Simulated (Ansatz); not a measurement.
# C2H6BNSe: two geometries relaxed

Aim: relax the geometries before and after the inversion of the pyramid at N3, and see whether they are two minima and how far apart in energy. SMILES of the start: CB(N)C=[Se].

All numbers below are computed with Ansatz 0.2.0 (RKS B3LYP-D4/def2-SVP).

**1. The structure to begin with**

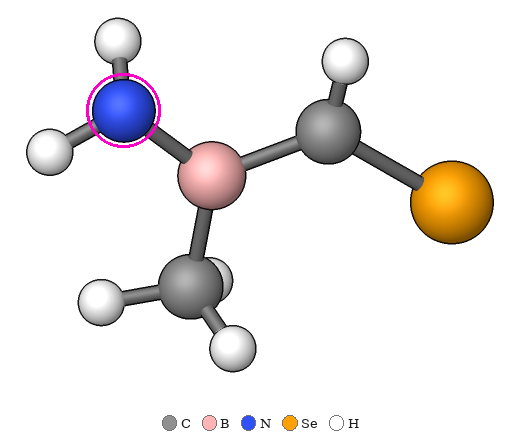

The starting structure, seen from a chosen angle (carbon grey, boron pink, nitrogen blue, selenium orange, hydrogen white). Ringed: N3.

As a file:

```xyz
11

C    -0.8903   -0.2869    0.9642
B     0.2250    0.1168   -0.0704
N     0.8585    1.4955   -0.0720
C     0.7907   -0.9524   -1.0884
Se    0.0347   -2.7735   -1.2822
H    -1.8537   -0.4970    0.3846
H    -0.6007   -1.1017    1.5819
H    -1.1262    0.6376    1.6058
H     0.4363    2.0995    0.7147
H     0.6860    1.9425   -0.9556
H     1.5052   -0.7375   -1.7619
```

**2. End point A**

input.yaml reads:

```yaml
crystal:
  periodic: [false, false, false]
  atoms:
    - { symbol: C, position_ang: [-0.8903, -0.2869, 0.9642] }
    - { symbol: B, position_ang: [0.225, 0.1168, -0.0704] }
    - { symbol: "N", position_ang: [0.8585, 1.4955, -0.072] }
    - { symbol: C, position_ang: [0.7907, -0.9524, -1.0884] }
    - { symbol: Se, position_ang: [0.0347, -2.7735, -1.2822] }
    - { symbol: H, position_ang: [-1.8537, -0.497, 0.3846] }
    - { symbol: H, position_ang: [-0.6007, -1.1017, 1.5819] }
    - { symbol: H, position_ang: [-1.1262, 0.6376, 1.6058] }
    - { symbol: H, position_ang: [0.4363, 2.0995, 0.7147] }
    - { symbol: H, position_ang: [0.686, 1.9425, -0.9556] }
    - { symbol: H, position_ang: [1.5052, -0.7375, -1.7619] }
basis:
  gaussian: { orbitals: def2-SVP }
hamiltonian:
  xc: b3lyp
  dispersion: d4
relax:
  f_tol: 0.015
  max_steps: 40
```

On the command line:

```
> ansatz run input.yaml --threads 2 --pin off --max-ram 3072MiB --backend cpu --events-out ev --progress --plain --runs-dir out
```

The program printed (excerpt; [...] marks lines left out):

```text
Warning: RAYON_NUM_THREADS=2 ignored (pool sized by the plan → 2); use --threads N
[...]
Functional definition: B3LYP
[...]
1314 factors; integrals over basis functions are off by at most 3.2e-4 eV
[...]
mean field -69677.03780483 eV, -2560.5839105352 hartree, gradient 6.7e-5 eV, S^2 0.000000; 0 other end points of the search recorded, 0 dependent functions left out
[...]
reference -69677.03805602 eV, -2560.5839197660 hartree; 32, 32 occupied and 86, 86 virtual orbitals, 1314 factors
relax step   1: F+E_penalty+E_count = -69677.41262594 eV  Δ(F+E_penalty+E_count) = +0.000e0 eV  max|allowed force component| = 4.729e0 eV/Å  Δτ_max = 0.0000 Å  (30 SCF iters, accepted)
[...]
relax step   3: F+E_penalty+E_count = -69678.68842724 eV  Δ(F+E_penalty+E_count) = -2.025e-1 eV  max|allowed force component| = 1.079e0 eV/Å  Δτ_max = 0.2000 Å  (33 SCF iters, accepted)
[...]
relax step   5: F+E_penalty+E_count = -69678.88126440 eV  Δ(F+E_penalty+E_count) = -7.426e-2 eV  max|allowed force component| = 1.022e0 eV/Å  Δτ_max = 0.1999 Å  (32 SCF iters, accepted)
[...]
relax step   7: F+E_penalty+E_count = -69678.94308200 eV  Δ(F+E_penalty+E_count) = -4.118e-2 eV  max|allowed force component| = 1.332e-1 eV/Å  Δτ_max = 0.1877 Å  (32 SCF iters, accepted)
[...]
relax step   9: F+E_penalty+E_count = -69678.94567328 eV  Δ(F+E_penalty+E_count) = -6.795e-4 eV  max|allowed force component| = 1.374e-1 eV/Å  Δτ_max = 0.0408 Å  (33 SCF iters, accepted)
[...]
relax step  11: F+E_penalty+E_count = -69678.94677726 eV  Δ(F+E_penalty+E_count) = -2.995e-4 eV  max|allowed force component| = 1.015e-2 eV/Å  Δτ_max = 0.0053 Å  (28 SCF iters, accepted)
1314 factors; integrals over basis functions are off by at most 5.0e-4 eV
[...]
mean field -69678.56285699 eV, -2560.6399551680 hartree, gradient 1.3e-5 eV, S^2 0.000000; 1 other end points of the search recorded, 0 dependent functions left out
[...]
reference -69678.56310230 eV, -2560.6399641831 hartree; 32, 32 occupied and 86, 86 virtual orbitals, 1314 factors
Total energy: -69678.94702257 eV, -2560.6540729929 hartree
Atom 0 at    -0.938796    -0.271186     1.031538 Å, force     0.003181    -0.002831    -0.002973 eV/Å
Atom 1 at     0.116940     0.128492    -0.068185 Å, force    -0.004360    -0.010149     0.001136 eV/Å
Atom 2 at     0.623776     1.431594    -0.160811 Å, force     0.002951     0.002624     0.005236 eV/Å
Atom 3 at     0.669412    -0.905292    -1.133499 Å, force    -0.002374     0.007489    -0.001722 eV/Å
Atom 4 at     0.109680    -2.571251    -1.344643 Å, force    -0.001023    -0.008116     0.002344 eV/Å
Atom 5 at    -1.844076    -0.690854     0.561101 Å, force     0.002629     0.002769     0.002606 eV/Å
Atom 6 at    -0.539633    -1.078684     1.669448 Å, force    -0.002599     0.006130    -0.002980 eV/Å
Atom 7 at    -1.239829     0.565619     1.682579 Å, force    -0.000563    -0.001565    -0.001129 eV/Å
Atom 8 at     0.338492     2.182586     0.457832 Å, force    -0.001434     0.000653     0.003050 eV/Å
Atom 9 at     1.304549     1.719330    -0.855456 Å, force     0.001087    -0.001274    -0.005257 eV/Å
Atom 10 at     1.464985    -0.567455    -1.819203 Å, force     0.002505     0.004268    -0.000311 eV/Å
Dipole moment:     0.189403     0.674153     0.076230 e Å
```

It took 48 s on 2 threads of Arm Neoverse V1, shared host; peak memory 0.3 GiB.

Step by step:

```tsv
step	energy from step 1 (eV)	largest force component (eV/Å)
1	0.0000	4.7285
2	-1.0733	1.8416
3	-1.2758	1.0787
4	-1.3944	1.7047
5	-1.4686	1.0223
6	-1.4893	0.4276
7	-1.5305	0.1332
8	-1.5324	0.0786
9	-1.5330	0.1374
10	-1.5339	0.0720
11	-1.5342	0.0101
```

Step 1 is the start.

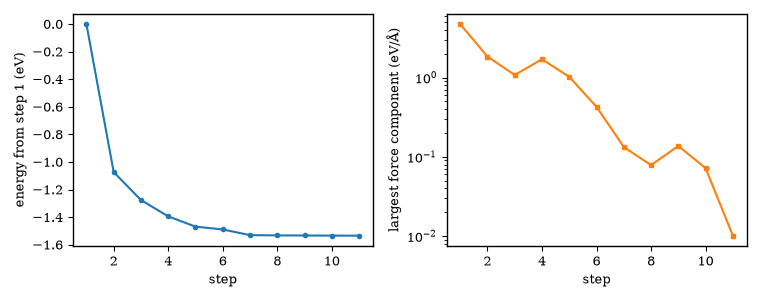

Energy and largest force along the relaxation.

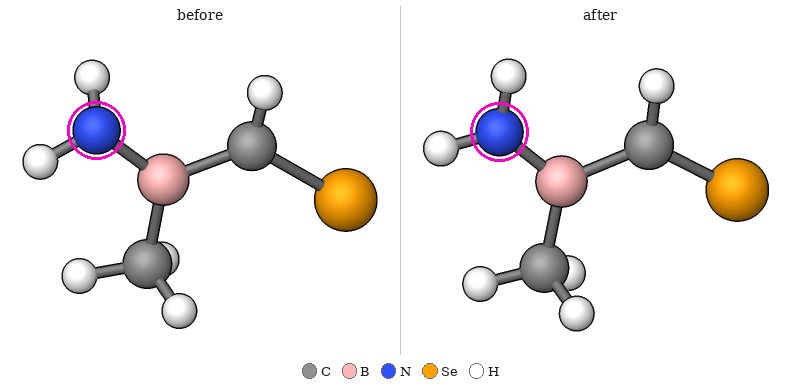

The structure before (left) and after (right), drawn at the same scale.

After: Bond lengths: C1–B2 1.576 Å, B2–N3 1.401 Å, B2–C4 1.584 Å, C4–Se5 1.770 Å, C1–H6 1.103 Å, C1–H7 1.104 Å, C1–H8 1.102 Å, N3–H9 1.014 Å, N3–H10 1.014 Å, C4–H11 1.103 Å. Angles (14 of 15 angles, heavy atoms first): C1–B2–N3 121.6°, C1–B2–C4 122.5°, N3–B2–C4 115.9°, B2–C4–Se5 125.7°, B2–C1–H6 110.4°, B2–C1–H7 110.3°, B2–C1–H8 113.7°, B2–N3–H9 123.1°, B2–N3–H10 123.5°, B2–C4–H11 118.0°, Se5–C4–H11 116.2°, H6–C1–H7 105.4°, H6–C1–H8 108.5°, H7–C1–H8 108.2°.

**3. Relaxing end B**

The second end starts from a geometry with the move made by hand.

input.yaml, as its differences from that of step 2:

```diff
@@ -11,4 +11,4 @@
     - { symbol: H, position_ang: [-1.1262, 0.6376, 1.6058] }
-    - { symbol: H, position_ang: [0.4363, 2.0995, 0.7147] }
-    - { symbol: H, position_ang: [0.686, 1.9425, -0.9556] }
+    - { symbol: H, position_ang: [1.44169, 1.63766, 0.82334] }
+    - { symbol: H, position_ang: [1.46022, 1.58685, -0.87194] }
     - { symbol: H, position_ang: [1.5052, -0.7375, -1.7619] }
```

On the command line:

```
> ansatz run input.yaml --threads 2 --pin off --max-ram 3072MiB --backend cpu --events-out ev --progress --plain --runs-dir out
```

The program printed (excerpt; [...] marks lines left out):

```text
Warning: RAYON_NUM_THREADS=2 ignored (pool sized by the plan → 2); use --threads N
[...]
Functional definition: B3LYP
[...]
1314 factors; integrals over basis functions are off by at most 3.4e-4 eV
[...]
mean field -69676.93734922 eV, -2560.5802188595 hartree, gradient 8.5e-5 eV, S^2 0.000000; 0 other end points of the search recorded, 0 dependent functions left out
[...]
reference -69676.93759969 eV, -2560.5802280639 hartree; 32, 32 occupied and 86, 86 virtual orbitals, 1314 factors
relax step   1: F+E_penalty+E_count = -69677.31248554 eV  Δ(F+E_penalty+E_count) = +0.000e0 eV  max|allowed force component| = 4.950e0 eV/Å  Δτ_max = 0.0000 Å  (30 SCF iters, accepted)
[...]
relax step   4: F+E_penalty+E_count = -69678.89368935 eV  Δ(F+E_penalty+E_count) = -2.564e-1 eV  max|allowed force component| = 5.014e-1 eV/Å  Δτ_max = 0.2000 Å  (32 SCF iters, accepted)
[...]
relax step   7: F+E_penalty+E_count = -69678.94152092 eV  Δ(F+E_penalty+E_count) = -2.074e-2 eV  max|allowed force component| = 2.809e-1 eV/Å  Δτ_max = 0.1265 Å  (33 SCF iters, accepted)
[...]
relax step  10: F+E_penalty+E_count = -69678.94569632 eV  Δ(F+E_penalty+E_count) = -6.014e-4 eV  max|allowed force component| = 1.274e-2 eV/Å  Δτ_max = 0.0375 Å  (33 SCF iters, accepted)
[...]
relax step  12: F+E_penalty+E_count = -69678.94621417 eV  Δ(F+E_penalty+E_count) = -2.659e-4 eV  max|allowed force component| = 5.404e-2 eV/Å  Δτ_max = 0.0052 Å  (27 SCF iters, accepted)
[...]
relax step  13: F+E_penalty+E_count = -69678.94642307 eV  Δ(F+E_penalty+E_count) = -2.089e-4 eV  max|allowed force component| = 2.480e-2 eV/Å  Δτ_max = 0.0117 Å  (27 SCF iters, accepted)
[...]
1314 factors; integrals over basis functions are off by at most 4.3e-4 eV
mean field -69678.56285464 eV, -2560.6399550817 hartree, gradient 1.8e-5 eV, S^2 0.000000; 0 other end points of the search recorded, 0 dependent functions left out
[...]
reference -69678.56310036 eV, -2560.6399641118 hartree; 32, 32 occupied and 86, 86 virtual orbitals, 1314 factors
```

**4. The output, continued: end point B relaxed**

The log, continued (excerpt; [...] marks lines left out):

```text
relax step  14: F+E_penalty+E_count = -69678.94667099 eV  Δ(F+E_penalty+E_count) = -2.479e-4 eV  max|allowed force component| = 3.033e-2 eV/Å  Δτ_max = 0.0461 Å  (33 SCF iters, accepted)
[...]
relax step  16: F+E_penalty+E_count = -69678.94684805 eV  Δ(F+E_penalty+E_count) = -8.373e-5 eV  max|allowed force component| = 2.737e-2 eV/Å  Δτ_max = 0.0016 Å  (23 SCF iters, accepted)
[...]
relax step  18: F+E_penalty+E_count = -69678.94697924 eV  Δ(F+E_penalty+E_count) = -4.479e-5 eV  max|allowed force component| = 4.885e-3 eV/Å  Δτ_max = 0.0272 Å  (34 SCF iters, accepted)
[...]
relax step  20: F+E_penalty+E_count = -69678.94696539 eV  Δ(F+E_penalty+E_count) = +1.385e-5 eV  max|allowed force component| = 1.822e-2 eV/Å  Δτ_max = 0.0320 Å  (33 SCF iters, rejected (line search))
[...]
Atom 1 at     0.297162     0.039404    -0.044532 Å, force     0.001156    -0.001165    -0.001211 eV/Å
Atom 2 at     1.016806     1.241891    -0.046167 Å, force    -0.001964     0.002660     0.003090 eV/Å
Atom 3 at     0.711352    -1.014993    -1.151397 Å, force     0.000978     0.001558     0.000791 eV/Å
Atom 4 at     0.003477    -2.623575    -1.364055 Å, force    -0.000465    -0.000442    -0.000688 eV/Å
Atom 5 at    -1.802868    -0.434410     0.479464 Å, force     0.001077     0.000127     0.000597 eV/Å
Atom 6 at    -0.635284    -1.147906     1.578158 Å, force     0.000648     0.000050     0.000075 eV/Å
Atom 7 at    -1.012210     0.595238     1.708180 Å, force     0.000876    -0.000330    -0.000391 eV/Å
Atom 8 at     0.844399     1.991196     0.614914 Å, force     0.001071     0.000849    -0.000152 eV/Å
Atom 9 at     1.760755     1.448586    -0.704009 Å, force    -0.000625    -0.002623    -0.001635 eV/Å
Atom 10 at     1.512331    -0.736493    -1.857361 Å, force     0.000054    -0.000522     0.000323 eV/Å
Dipole moment:     0.276675     0.639899     0.102598 e Å
```

Wall time 88 s (2 threads of Arm Neoverse V1, shared host); peak memory 0.3 GiB.

Relaxation path:

```tsv
step	energy from step 1 (eV)	largest force component (eV/Å)
1	0.0000	4.9495
2	-1.0647	1.6750
3	-1.3248	2.0468
4	-1.5812	0.5014
5	-1.6076	0.3277
6	-1.6083	0.3428
7	-1.6290	0.2809
8	-1.6321	0.0299
9	-1.6326	0.0352
10	-1.6332	0.0127
11	-1.6335	0.0831
12	-1.6337	0.0540
13	-1.6339	0.0248
14	-1.6342	0.0303
15	-1.6343	0.0528
16	-1.6344	0.0274
17	-1.6344	0.0068
18	-1.6345	0.0049
19x	-1.6343	0.0526
20x	-1.6345	0.0182
21x	-1.6345	0.0211
22	-1.6345	0.0031
```

Step 1 is the start. 3 steps were tried and not accepted (marked x).

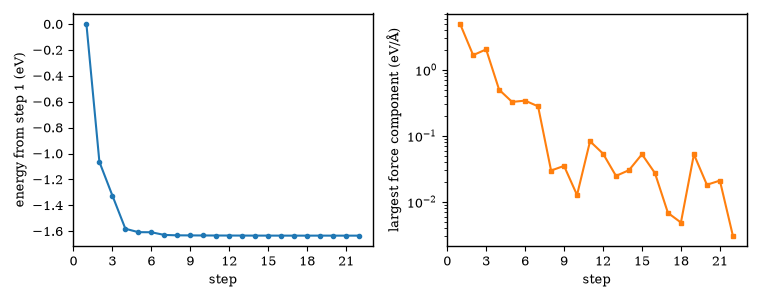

How energy and force went from step to step.

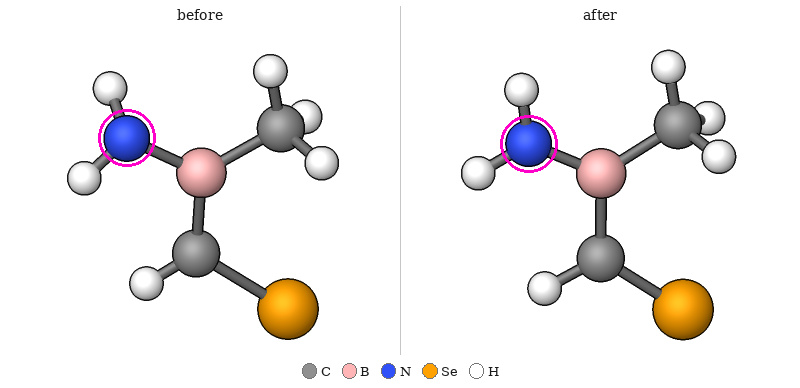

Before and after, at one scale.

After: Bond lengths: C1–B2 1.576 Å, B2–N3 1.401 Å, B2–C4 1.584 Å, C4–Se5 1.770 Å, C1–H6 1.103 Å, C1–H7 1.103 Å, C1–H8 1.102 Å, N3–H9 1.014 Å, N3–H10 1.014 Å, C4–H11 1.103 Å. Angles (14 of 15 angles, heavy atoms first): C1–B2–N3 121.6°, C1–B2–C4 122.6°, N3–B2–C4 115.9°, B2–C4–Se5 125.8°, B2–C1–H6 110.3°, B2–C1–H7 110.4°, B2–C1–H8 113.7°, B2–N3–H9 123.1°, B2–N3–H10 123.5°, B2–C4–H11 118.0°, Se5–C4–H11 116.3°, H6–C1–H7 105.4°, H6–C1–H8 108.3°, H7–C1–H8 108.4°.

**5. Summary of results**

```
                           quantity                     value
                              end A  10 moves, 1.534 eV lower
                              end B  18 moves, 1.635 eV lower
largest difference between the ends                    0.14 Å
            end B relative to end A                 -0.000 eV
```

**Reading.** Both starts fell into the same minimum (no atom differs by more than 0.14 Å), so from this start no second minimum was found and no band was run; another arrangement could still be one.
